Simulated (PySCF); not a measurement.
# C3H3ClO (acryloyl chloride): the cost of one run

Computed with PySCF 2.14.0 and routines of our own; the level stands in each step. Atoms count from 0.

## (1) The starting structure

8 atoms, charge 0, multiplicity 1; geometry from: GFN2-xTB.

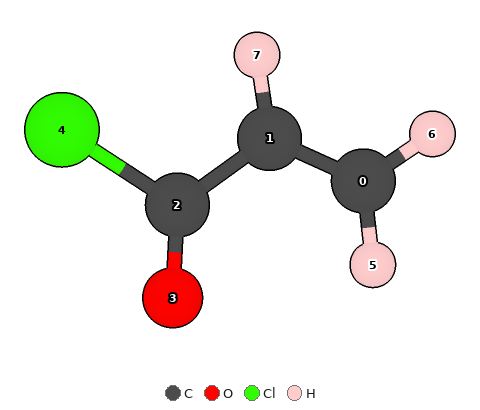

The starting geometry (carbon dark grey, oxygen red, chlorine green, hydrogen pink).

## (2) Geometry optimisation at PBE0-D3(BJ)/def2-SVP

What the job is given:

```
{"job": {"xc": "PBE0", "basis": "def2-SVP", "d3": "d3bj", "grid": 1, "kind": "geom"}, "charge": 0, "multiplicity": 1}
C     -1.279367    -0.154271    -0.096061
C     -0.101181     0.123951     0.451889
C      1.124745     0.017524    -0.337748
O      1.245625    -0.296704    -1.476949
Cl     2.558747     0.432296     0.620520
H     -1.347192    -0.460684    -1.127300
H     -2.197518    -0.085449     0.461164
H      0.005198     0.432749     1.479921
```

Run with:

```bash
> OMP_NUM_THREADS=1 python excited_run.py task.json out
```

The driver reads the jobs from task.json and runs them one after another.

Q: Estimate the wall time and peak memory of this first job on 1 thread of Arm Neoverse V1, shared host.

About 9.1 s, with a peak of 0.44 GiB.
